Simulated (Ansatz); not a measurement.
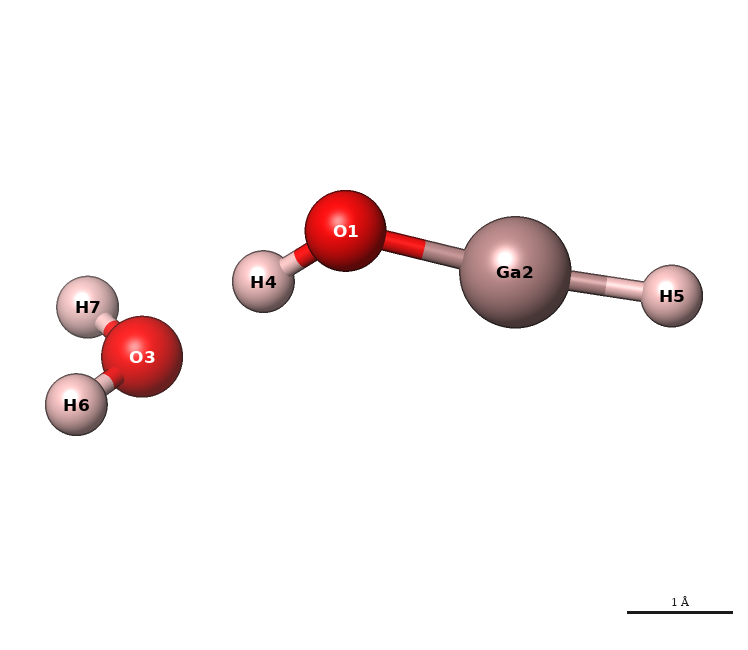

Charge +1, singlet. The computed structure is the end point of a PBE0-D4/def2-TZVP optimisation. No frequency run is at hand to confirm it as a minimum.

Find the hydrogen bonds (donors O, N, F, S or Cl) and give their geometry.

```tsv
D–H···A	D–H (Å)	H···A (Å)	angle (°)	kind
O1–H4···O3	1.02	1.51	180	intermolecular
```
